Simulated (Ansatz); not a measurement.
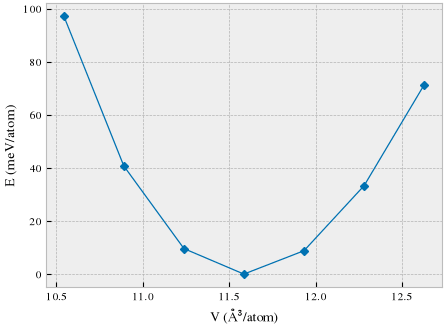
Fig. 1. HfN (rock salt, Fm-3m) under volume change, r²SCAN (plane waves, PAW; program Ansatz), scaled uniformly.

What does a third-order Birch–Murnaghan fit give for V₀, B₀ and B′?

V₀ = 11.58 Å³/atom, B₀ = 282 GPa, B′ = 4.2.

The cell was relaxed with r²SCAN under the symmetry of its start. No spin polarisation was allowed. Scalar-relativistic: spin–orbit coupling is off unless named, which matters more the heavier the elements.

Potentials: the later of the program's two PAW sets.
